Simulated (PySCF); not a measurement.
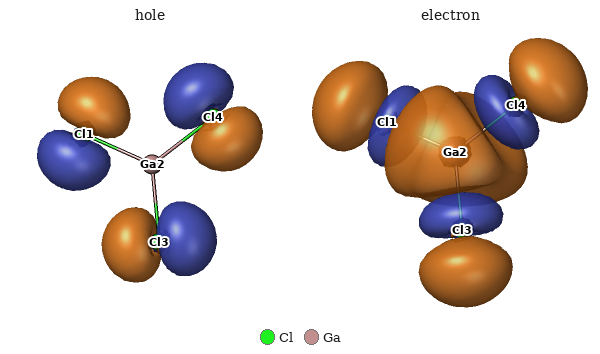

Cl$_{3}$Ga, SMILES `Cl[Ga](Cl)Cl`. Leading natural transition orbital pair of S₁ (TDA singlet states); the surfaces enclose about 85 % of each orbital's density.

PySCF calculation, B3LYP/def2-SVPD, gas phase; geometry: GFN2-xTB. No frequency check shows the geometry to be a minimum. GFN2-xTB bond lengths at metals and heavier atoms can be off by up to 0.1 Å and shapes distorted, which carries into these values.

Input script:

```python
import numpy as np
from pyscf import gto, scf, dft, tdscf
from pyscf.scf import atom_ks, atom_hf
from scipy.linalg import block_diag

def solve(mol, dm0=None, hcore=None):
    mf = (dft.UKS if mol.spin else dft.RKS)(mol, xc='b3lyp')
    mf.grids.level = 3
    mf = mf.density_fit(auxbasis='def2-universal-jkfit')
    mf.conv_tol, mf.max_cycle = 1e-8, 80
    if hcore is not None:
        mf.get_hcore = lambda *args: hcore
    mf.kernel(dm0)
    if not mf.converged:
        mf = mf.newton().run(mf.mo_coeff, mf.mo_occ, max_cycle=30)
    assert mf.converged, 'SCF not converged'
    return mf

mol = gto.M(atom='''
Cl     1.52384    -1.42934     0.00000
Ga    -0.00069     0.00000     0.00000
Cl     0.47655     2.03399     0.00000
Cl    -1.99914    -0.60465     0.00000
''', basis='def2-svpd', charge=0, spin=0, verbose=4)
mf = solve(mol)
td = mf.TDA()
td.nstates, td.singlet, td.conv_tol = 6, True, 1e-5
td.kernel()
td.analyze()
x, y = np.array([p[0] for p in td.xy]), np.array([p[1] + 0 * p[0] for p in td.xy])
f, mu = td.oscillator_strength(), td.transition_dipole()
nto = [td.get_nto(state=i + 1, verbose=4) for i in range(len(td.e))]
# spherically averaged free atoms, for the promolecule
atm = atom_ks.get_atm_nrks(mol, xc='b3lyp')
pro = block_diag(*[(atm[a[0]][2] * atm[a[0]][3]) @ atm[a[0]][2].T for a in mol._atom])
np.savez('result.npz', e=td.e, f=f, ok=td.converged, w=[n[0] for n in nto], nto=[n[1] for n in nto], x=x, y=y, c=mf.mo_coeff, occ=mf.mo_occ, eps=mf.mo_energy, pro=pro, mu=mu)
```

Launched as:

```sh
OMP_NUM_THREADS=1 python input.py
```

The run took 36 s on 1 thread of AMD EPYC 9R45 96-Core Processor (Zen 5), on a shared host, peak memory 0.61 GiB.

> Give its energy and the atoms that hole and electron lie on.

5.88 eV (211 nm), f = 0.000 (dark), partly diffuse acceptor orbital; the leading pair carries 100 %; hole on Cl1, Cl3 and Cl4 (32 % each), electron on Ga2 (43 %) and Cl1, Cl3 and Cl4 (19 % each) (atom shares of so diffuse an orbital are rough); their centroids lie 0.0 Å apart. In canonical orbitals it is mainly HOMO → LUMO (99 %). The HOMO–LUMO gap is 6.95 eV.
